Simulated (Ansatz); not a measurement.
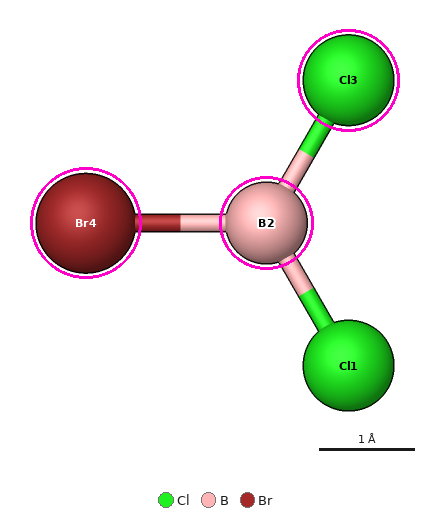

A scan of BBrCl₂: the B2–Br4 distance and the Br4–B2–Cl3 angle are varied on a grid, with the rest of the molecule carried along rigidly. The picture shows the minimum geometry. The ringed atoms are those of the scanned coordinate. A ball-and-stick model, seen face on.

Computed with Ansatz: CCSD(T), basis def2-TZVPP, on geometries moved rigidly from the minimum at PBE0-D4/def2-TZVP. Coupled cluster with a frozen core. Energies are counted from the PBE0-D4/def2-TZVP minimum geometry at the same level.

```xyz
4

Cl    0.5821    0.6660    1.5108
B     0.0372   -0.0381    0.0221
Cl    0.4443   -1.6792   -0.3656
Br   -1.0081    0.9911   -1.1876
```

Q: What energies does the calculation give on a grid with rows 1.673, 1.836, 2.075, 2.353, 2.662 and columns 89.9, 104.9, 119.9, 134.9, 149.9 (B2–Br4 distance (Å); Br4–B2–Cl3 angle (°))?

A: Rows: B2–Br4 distance (Å); columns: Br4–B2–Cl3 angle (°); values in kcal/mol.

```tsv
	89.9	104.9	119.9	134.9	149.9
1.673	67.8	28.6	18.1	28.5	67.5
1.836	41.4	9.7	1.3	9.7	41.2
2.075	34.0	11.2	5.0	11.1	33.8
2.353	43.9	28.6	24.4	28.6	43.8
2.662	60.8	51.0	48.1	51.0	60.7
```

In pairs of (B2–Br4 distance (Å); Br4–B2–Cl3 angle (°)): the lowest computed point lies at (1.836, 119.9) (1.3 kcal/mol), the highest at (1.673, 89.9) (67.8 kcal/mol).  Over the ranges scanned the energy rises by about as much along both axes. At 5 of the 26 structures the mean-field solution behind CCSD(T) isn't stable (a lower one of broken symmetry exists), so those energies are less reliable.

As a map, interpolated between the computed points (dots):

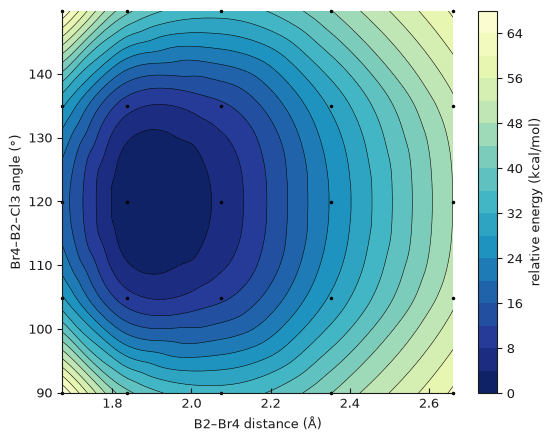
